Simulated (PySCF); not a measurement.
# [NSe2]+: singlet, from a bent start

The task is one start of a wider search on [NSe2]+: the singlet, from a bent start. It is relaxed, tested by its Hessian and followed downhill if it is a saddle.

Computed with PySCF 2.14.0. Level: PBE0, basis N def2-TZVP, Se def2-TZVP, no relativity, density fitting.

**1. Starting geometry**

3 atoms, charge 1, spin multiplicity 1.

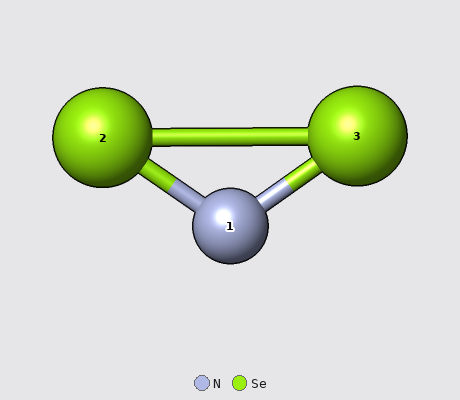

The starting geometry (nitrogen light blue, selenium green); atoms are numbered from 1 in the order of the file.

Z-matrix (Å, degrees; charge 1 multiplicity 1):
```
N
Se 1 1.6366
Se 1 1.6366 2 110.00
```

**2. Relaxing the singlet from the bent start**

One driver script runs all steps and calls PySCF; scf.py shows how it sets up the SCF of each step. The optimiser is the driver's own. Before each start the driver seeks the lowest SCF state from one or more starting densities and follows internal instabilities, so scf.py alone need not reach the same state.

The program finds C2v symmetry in the start, which this walk keeps.

scf.py reads:

```python
from pyscf import gto, scf, dft
mol = gto.M(atom='''
N      0.000000     0.000000    -0.863085
Se     1.340600    -0.000000     0.075615
Se    -1.340600     0.000000     0.075615''',
    basis={'N': 'def2-TZVP', 'Se': 'def2-TZVP'},
    charge=1, spin=0)
mf = dft.RKS(mol, xc='PBE0')
mf.grids.atom_grid = (50, 194)
aux = {'N': 'def2-universal-JKFIT', 'Se': 'def2-universal-JKFIT'}
mf = mf.density_fit(auxbasis=aux)
mf.kernel()
```

Further steps of the session: Hessian and properties.

**Question.** What will these runs give? Wanted: minimum; geometry; wavenumbers; dipole moment; highest occupied, lowest empty level; polar-tensor charge of N1; zero-point energy.

The runs gave:

| quantity | value |
| --- | --- |
| minimum | singlet, C2v |
| geometry | N–Se 1.771 Å (×2), Se–Se 2.422 Å; N–Se–Se 46.8° (×2), Se–N–Se 86.3° |
| wavenumbers (cm⁻¹) | 300 (a1), 577 (b2), 836 (a1) |
| dipole moment (centre of mass) | 0.98 D |
| highest occupied, lowest empty level | -13.36, -10.68 eV |
| polar-tensor charge of N1 | +0.38 e |
| zero-point energy | 10.2 kJ/mol |
| entropy at 298.15 K | 283.2 J/(mol K) |

**Reading.** The molecule stays C2v, as typed, and the end point is a minimum. The strongest infrared band lies at 577 cm⁻¹ (b2). Other starts or spin states, not run here, may lie lower.
